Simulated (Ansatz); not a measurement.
# Br6Ga (charge −3): what the fields show

```yaml
atoms:
  - { symbol: Ga, position_ang: [0.0000, 0.0000, 0.0000] }
  - { symbol: Br, position_ang: [-0.0201, -0.0106, 2.6437] }
  - { symbol: Br, position_ang: [0.0200, 0.0105, -2.6436] }
  - { symbol: Br, position_ang: [2.6438, 0.0057, 0.0199] }
  - { symbol: Br, position_ang: [-2.6436, -0.0057, -0.0200] }
  - { symbol: Br, position_ang: [-0.0059, 2.6443, 0.0105] }
  - { symbol: Br, position_ang: [0.0057, -2.6442, -0.0105] }
```

Geometry: r2SCAN-D4/def2-SVPD; the highest occupied orbital lies above zero, a sign that basis and functional describe the outermost electron poorly.

All numbers below come from Ansatz, RKS PBE0-D4/def2-SVP.

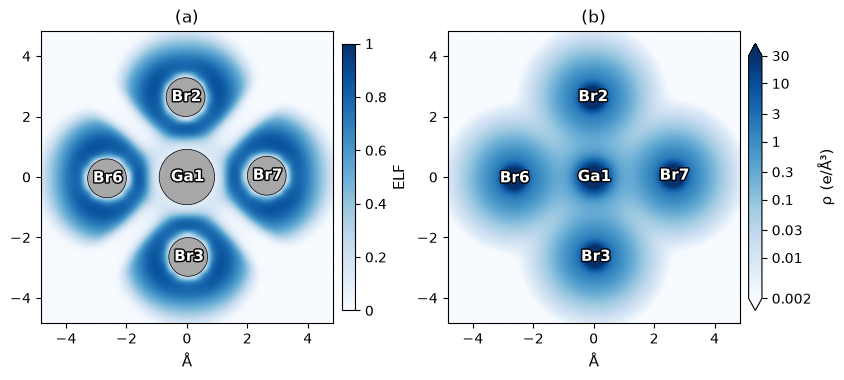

Figure 1. (a) ELF; (b) total electron density on the plane of atoms Br2, Ga1 and Br6. Grey discs cover the atomic cores in the ELF map.

> What do the fields say about this system?

The plane passes through Ga and Br nuclei.
Ga–Br (2.64 Å): ρ at the midpoint is about 0.34 e/Å³, with its minimum of 0.29 e/Å³ about 1.2 Å from Ga; the ELF peaks at about 0.80 in the valence shell of Br, 1.1 Å from its nucleus, and is about 0.60 at the midpoint.
The ELF also peaks beside Br3, Br6, Br7 and Br2, away from the bonds: lone-pair regions.

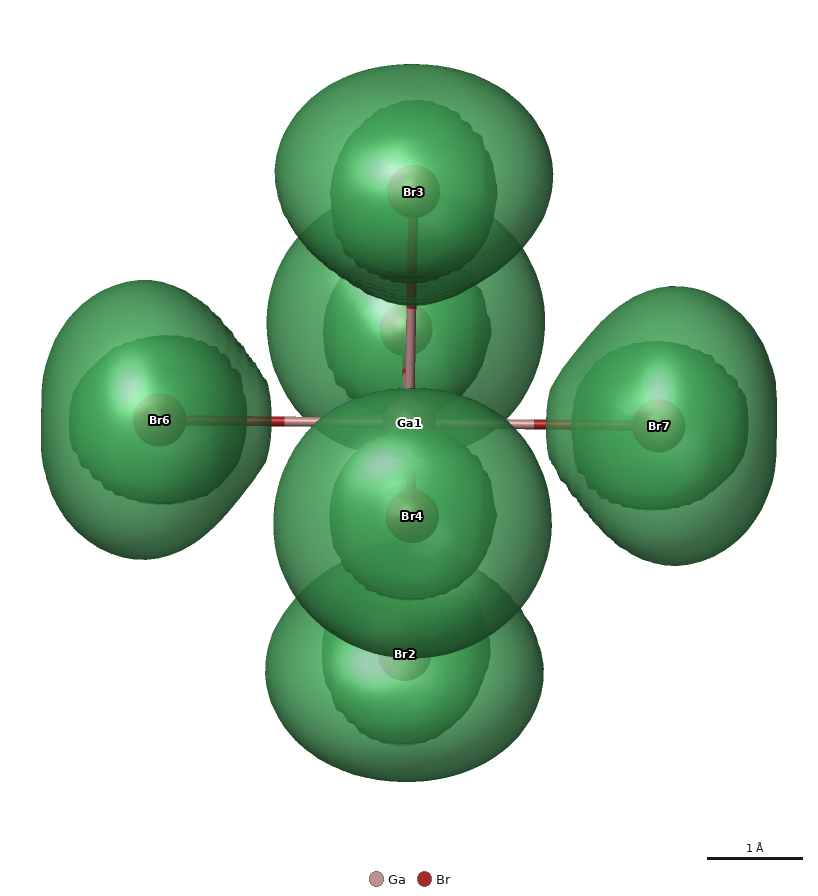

Figure 2. Isosurface of the electron localisation function at 0.75 (green), seen from one side. Core shells and regions of very low density are left out.

> Identify the bonds, lone pairs and shells in this picture.

The ELF exceeds this value in six regions wrapped around Br (the valence shell of each).
